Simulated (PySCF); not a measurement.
**Run report: O2, geometry relaxation (part 2 of 2)**

O2, multiplicity 3; UHF/6-311++g**, optimize (PySCF 2.14.0). 

**Log, continued**
```
******** <class 'pyscf.scf.hf.UHF_Scanner'> ********
method = UHF_Scanner
initial guess = minao
damping factor = 0
level_shift factor = 0
DIIS = <class 'pyscf.scf.diis.CDIIS'>
diis_start_cycle = 1
diis_space = 8
diis_damp = 0
SCF conv_tol = 1e-09
SCF conv_tol_grad = None
SCF max_cycles = 50
direct_scf = True
direct_scf_tol = 1e-13
number electrons alpha = 9  beta = 7
Set gradient conv threshold to 3.16228e-05
init E= -149.646018221858
  alpha nocc = 9  HOMO = -0.545503274397927  LUMO = 0.18138503525404
  beta  nocc = 7  HOMO = -0.605320689952126  LUMO = 0.10446868462459
  HOMO = -0.545503274398  LUMO = 0.104468684625  gap/eV = 17.68664
cycle= 1 E= -149.664090115634  delta_E= -0.0181  |g|= 0.00717  |ddm|= 0.0261
  alpha nocc = 9  HOMO = -0.538367030762822  LUMO = 0.182437469732784
  beta  nocc = 7  HOMO = -0.603172928881166  LUMO = 0.106926648189108
  HOMO = -0.538367030763  LUMO = 0.106926648189  gap/eV = 17.55934
cycle= 2 E= -149.664107075954  delta_E= -1.7e-05  |g|= 0.00191  |ddm|= 0.0062
  alpha nocc = 9  HOMO = -0.539532809881766  LUMO = 0.182418220767866
  beta  nocc = 7  HOMO = -0.604198569894998  LUMO = 0.106149058381609
  HOMO = -0.539532809882  LUMO = 0.106149058382  gap/eV = 17.56990
cycle= 3 E= -149.664108375587  delta_E= -1.3e-06  |g|= 0.000473  |ddm|= 0.00147
  alpha nocc = 9  HOMO = -0.539425852871801  LUMO = 0.182417840531486
  beta  nocc = 7  HOMO = -0.603967318960589  LUMO = 0.10629292485443
  HOMO = -0.539425852872  LUMO = 0.106292924854  gap/eV = 17.57090
cycle= 4 E= -149.664108538387  delta_E= -1.63e-07  |g|= 0.000146  |ddm|= 0.000595
  alpha nocc = 9  HOMO = -0.539494925998956  LUMO = 0.182411875446539
  beta  nocc = 7  HOMO = -0.603959905363621  LUMO = 0.1062779863189
  HOMO = -0.539494925999  LUMO = 0.106277986319  gap/eV = 17.57238
cycle= 5 E= -149.664108558153  delta_E= -1.98e-08  |g|= 4.32e-05  |ddm|= 0.000249
  alpha nocc = 9  HOMO = -0.539502782302448  LUMO = 0.182412221332921
  beta  nocc = 7  HOMO = -0.603941177080181  LUMO = 0.106289174740412
  HOMO = -0.539502782302  LUMO = 0.10628917474  gap/eV = 17.57289
cycle= 6 E= -149.664108560275  delta_E= -2.12e-09  |g|= 7.64e-06  |ddm|= 9.16e-05
  alpha nocc = 9  HOMO = -0.539506321907248  LUMO = 0.18241225295121
  beta  nocc = 7  HOMO = -0.603941176926961  LUMO = 0.106288935764415
  HOMO = -0.539506321907  LUMO = 0.106288935764  gap/eV = 17.57298
cycle= 7 E= -149.664108560332  delta_E= -5.73e-11  |g|= 9.07e-07  |ddm|= 2.04e-05
  alpha nocc = 9  HOMO = -0.539506206413422  LUMO = 0.182412246357679
  beta  nocc = 7  HOMO = -0.603941134601372  LUMO = 0.106288991168094
  HOMO = -0.539506206413  LUMO = 0.106288991168  gap/eV = 17.57298
Extra cycle  E= -149.664108560333  delta_E= -5.68e-13  |g|= 4.07e-07  |ddm|= 1.04e-06
converged SCF energy = -149.664108560333  <S^2> = 2.0390883  2S+1 = 3.0259467

******** <class 'pyscf.grad.rhf.Gradients_Scanner'> for <class 'pyscf.scf.hf.UHF_Scanner'> ********
unit = Eh/Bohr
--------------- UHF_Scanner gradients ---------------
         x                y                z
0 O    -0.0000000000    -0.0000000000     0.0088390672
1 O     0.0000000000     0.0000000000    -0.0088390672
----------------------------------------------
cycle 3: E = -149.66410856  dE = -0.000548711  norm(grad) = 0.0125003
Step    2 : Displace = 6.171e-03/6.171e-03 (rms/max) Trust = 1.414e-01 (+) Grad = 8.839e-03/8.839e-03 (rms/max) E (change) = -149.6641085603 (-5.487e-04) Quality = 1.218
Hessian Eigenvalues: 5.00000e-02 5.00000e-02 5.00000e-02 ... 5.00000e-02 5.00000e-02 1.27744e+00

Geometry optimization cycle 4
Cartesian coordinates (Angstrom)
 Atom        New coordinates             dX        dY        dZ
   O   0.000000   0.000000  -0.039091    0.000000  0.000000 -0.001831
   O  -0.000000  -0.000000   1.119091   -0.000000 -0.000000  0.001831
New geometry
   1 O      0.000000000000   0.000000000000  -0.039091464969 AA    0.000000000000   0.000000000000  -0.073872162600 Bohr
   2 O     -0.000000000000  -0.000000000000   1.119091464970 AA   -0.000000000000  -0.000000000000   2.114776377131 Bohr

******** <class 'pyscf.scf.hf.UHF_Scanner'> ********
method = UHF_Scanner
initial guess = minao
damping factor = 0
level_shift factor = 0
DIIS = <class 'pyscf.scf.diis.CDIIS'>
diis_start_cycle = 1
diis_space = 8
diis_damp = 0
SCF conv_tol = 1e-09
SCF conv_tol_grad = None
SCF max_cycles = 50
direct_scf = True
direct_scf_tol = 1e-13
number electrons alpha = 9  beta = 7
Set gradient conv threshold to 3.16228e-05
init E= -149.65880082363
  alpha nocc = 9  HOMO = -0.543039900073516  LUMO = 0.181935715170307
  beta  nocc = 7  HOMO = -0.60244735612975  LUMO = 0.104270428207205
  HOMO = -0.543039900074  LUMO = 0.104270428207  gap/eV = 17.61421
cycle= 1 E= -149.664139058992  delta_E= -0.00534  |g|= 0.00212  |ddm|= 0.00751
  alpha nocc = 9  HOMO = -0.540925581386739  LUMO = 0.182257642257362
  beta  nocc = 7  HOMO = -0.601783898087144  LUMO = 0.105022203933625
  HOMO = -0.540925581387  LUMO = 0.105022203934  gap/eV = 17.57713
cycle= 2 E= -149.664140543315  delta_E= -1.48e-06  |g|= 0.000567  |ddm|= 0.0018
  alpha nocc = 9  HOMO = -0.541273808351966  LUMO = 0.182251395752479
  beta  nocc = 7  HOMO = -0.602090127399917  LUMO = 0.104788430055661
  HOMO = -0.541273808352  LUMO = 0.104788430056  gap/eV = 17.58025
cycle= 3 E= -149.66414065763  delta_E= -1.14e-07  |g|= 0.000139  |ddm|= 0.000432
  alpha nocc = 9  HOMO = -0.54124254391986  LUMO = 0.182251231870255
  beta  nocc = 7  HOMO = -0.60202282213299  LUMO = 0.104830481898612
  HOMO = -0.54124254392  LUMO = 0.104830481899  gap/eV = 17.58054
cycle= 4 E= -149.664140671724  delta_E= -1.41e-08  |g|= 4.28e-05  |ddm|= 0.000173
  alpha nocc = 9  HOMO = -0.541262670381171  LUMO = 0.182249446638657
  beta  nocc = 7  HOMO = -0.602020635524285  LUMO = 0.104826112052436
  HOMO = -0.541262670381  LUMO = 0.104826112052  gap/eV = 17.58097
cycle= 5 E= -149.664140673414  delta_E= -1.69e-09  |g|= 1.26e-05  |ddm|= 7.23e-05
  alpha nocc = 9  HOMO = -0.541264938913425  LUMO = 0.182249547567606
  beta  nocc = 7  HOMO = -0.602015178980568  LUMO = 0.104829403564498
  HOMO = -0.541264938913  LUMO = 0.104829403564  gap/eV = 17.58112
cycle= 6 E= -149.664140673594  delta_E= -1.81e-10  |g|= 2.27e-06  |ddm|= 2.65e-05
  alpha nocc = 9  HOMO = -0.541265729202468  LUMO = 0.182249549027511
  beta  nocc = 7  HOMO = -0.602015478544159  LUMO = 0.10482915751697
  HOMO = -0.541265729202  LUMO = 0.104829157517  gap/eV = 17.58114
Extra cycle  E= -149.664140673599  delta_E= -4.06e-12  |g|= 1.02e-06  |ddm|= 4.09e-06
converged SCF energy = -149.664140673599  <S^2> = 2.0394777  2S+1 = 3.026204

******** <class 'pyscf.grad.rhf.Gradients_Scanner'> for <class 'pyscf.scf.hf.UHF_Scanner'> ********
unit = Eh/Bohr
--------------- UHF_Scanner gradients ---------------
         x                y                z
0 O     0.0000000000    -0.0000000000     0.0004785897
1 O    -0.0000000000     0.0000000000    -0.0004785897
----------------------------------------------
cycle 4: E = -149.664140674  dE = -3.21133e-05  norm(grad) = 0.000676828
Step    3 : Displace = 1.831e-03/1.831e-03 (rms/max) Trust = 2.000e-01 (+) Grad = 4.786e-04/4.786e-04 (rms/max) E (change) = -149.6641406736 (-3.211e-05) Quality = 1.050
Hessian Eigenvalues: 5.00000e-02 5.00000e-02 5.00000e-02 ... 5.00000e-02 5.00000e-02 1.20827e+00

Geometry optimization cycle 5
Cartesian coordinates (Angstrom)
 Atom        New coordinates             dX        dY        dZ
   O  -0.000000   0.000000  -0.039196   -0.000000  0.000000 -0.000105
   O   0.000000  -0.000000   1.119196    0.000000 -0.000000  0.000105
New geometry
   1 O     -0.000000000000   0.000000000000  -0.039196266775 AA   -0.000000000000   0.000000000001  -0.074070209310 Bohr
   2 O      0.000000000000  -0.000000000000   1.119196266775 AA    0.000000000000  -0.000000000001   2.114974423841 Bohr

******** <class 'pyscf.scf.hf.UHF_Scanner'> ********
method = UHF_Scanner
initial guess = minao
damping factor = 0
level_shift factor = 0
DIIS = <class 'pyscf.scf.diis.CDIIS'>
diis_start_cycle = 1
diis_space = 8
diis_damp = 0
SCF conv_tol = 1e-09
SCF conv_tol_grad = None
SCF max_cycles = 50
direct_scf = True
direct_scf_tol = 1e-13
number electrons alpha = 9  beta = 7
Set gradient conv threshold to 3.16228e-05
init E= -149.663835013101
  alpha nocc = 9  HOMO = -0.541467516454225  LUMO = 0.182222059980566
  beta  nocc = 7  HOMO = -0.601930601598317  LUMO = 0.104713621388183
  HOMO = -0.541467516454  LUMO = 0.104713621388  gap/eV = 17.58348
cycle= 1 E= -149.664140764317  delta_E= -0.000306  |g|= 0.000121  |ddm|= 0.000428
  alpha nocc = 9  HOMO = -0.541346662573728  LUMO = 0.182240622669003
  beta  nocc = 7  HOMO = -0.601892222223564  LUMO = 0.104756965997197
  HOMO = -0.541346662574  LUMO = 0.104756965997  gap/eV = 17.58138
cycle= 2 E= -149.664140769179  delta_E= -4.86e-09  |g|= 3.25e-05  |ddm|= 0.000103
  alpha nocc = 9  HOMO = -0.541366666204921  LUMO = 0.182240259217709
  beta  nocc = 7  HOMO = -0.601909757397566  LUMO = 0.10474356137859
  HOMO = -0.541366666205  LUMO = 0.104743561379  gap/eV = 17.58155
cycle= 3 E= -149.664140769556  delta_E= -3.77e-10  |g|= 8e-06  |ddm|= 2.48e-05
  alpha nocc = 9  HOMO = -0.541364402401034  LUMO = 0.182240260689907
  beta  nocc = 7  HOMO = -0.601905612099374  LUMO = 0.104746225079254
  HOMO = -0.541364402401  LUMO = 0.104746225079  gap/eV = 17.58157
Extra cycle  E= -149.6641407696  delta_E= -4.41e-11  |g|= 3.15e-06  |ddm|= 8.97e-06
converged SCF energy = -149.6641407696  <S^2> = 2.0394992  2S+1 = 3.0262182

******** <class 'pyscf.grad.rhf.Gradients_Scanner'> for <class 'pyscf.scf.hf.UHF_Scanner'> ********
unit = Eh/Bohr
--------------- UHF_Scanner gradients ---------------
         x                y                z
0 O    -0.0000000000     0.0000000000     0.0000045568
1 O     0.0000000000    -0.0000000000    -0.0000045568
----------------------------------------------
cycle 5: E = -149.66414077  dE = -9.60013e-08  norm(grad) = 6.44424e-06
```

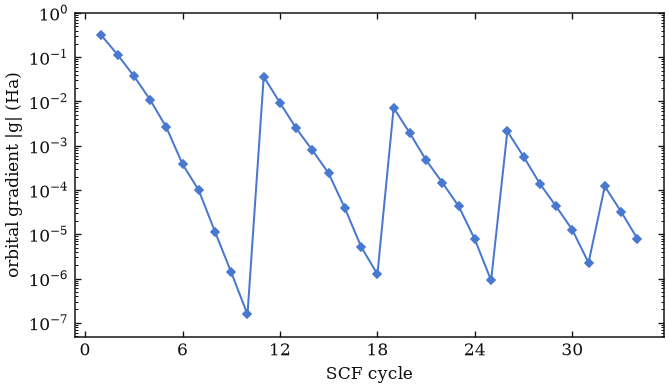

Fig. 1: Convergence of the self-consistent field: orbital gradient |g| against the SCF cycle. All cycles printed in the log are drawn one after another.

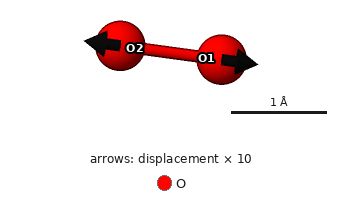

Fig. 2: The starting structure with the displacements as black arrows, magnified 10 times (ball-and-stick view, seen at an oblique angle). The two geometries are laid on each other by the best rigid fit. The largest moves after the best rigid fit, 0.039 Å, are those of O1 and O2. Among the contacts that change: O1–O2 1.080 → 1.158 Å. (Atoms are counted from 1 in the order of the input.)

```
Step    4 : Displace = 1.048e-04/1.048e-04 (rms/max) Trust = 2.828e-01 (+) Grad = 4.557e-06/4.557e-06 (rms/max) E (change) = -149.6641407696 (-9.600e-08) Quality = 1.013
Hessian Eigenvalues: 5.00000e-02 5.00000e-02 5.00000e-02 ... 5.00000e-02 5.00000e-02 1.20827e+00
Converged! =D

    #| If this code has benefited your research, please support us by citing: |#
    #| Wang, L.-P.; Song, C.C. (2016) "Geometry optimization made simple with |#
    #| translation and rotation coordinates", J. Chem, Phys. 144, 214108.     |#
    #|                                     |#
optimised geometry (angstrom)
O          -0.00000000        0.00000000       -0.03919627
O           0.00000000       -0.00000000        1.11919627
orbital energies (hartree): [array([-0.8115, -0.5003, -0.5003,  0.1795,  0.1804,  0.2099]), array([-0.7352, -0.6472, -0.6472,  0.1366,  0.1366,  0.1852])]
```

The run was set up as follows.

**Input**
```python
from pyscf import gto, scf
from pyscf.geomopt.geometric_solver import optimize

mol = gto.M(
    atom='O 0 0 0; O 0 0 1.08',
    basis='6-311++g**',
    charge=0,
    spin=2,
    verbose=4,
)
mf = scf.UHF(mol)
mf.kernel()
mol_eq = optimize(mf, maxsteps=30)
print('optimised geometry (angstrom)')
print(mol_eq.tostring('raw'))
print('orbital energies (hartree):', [e[max(0, n-3):n+3].round(4) for e, n in zip(mf.mo_energy, mol.nelec)])
```

Command:
```bash
python input.py
```

**Summary**

| quantity | value |
| --- | --- |
| outcome | converged |
| SCF energy at the first geometry | −149.648379 hartree |
| ⟨S²⟩ | 2.031 |
| hardware | 1 CPU thread, shared host |
| wall time | 4.1 s |
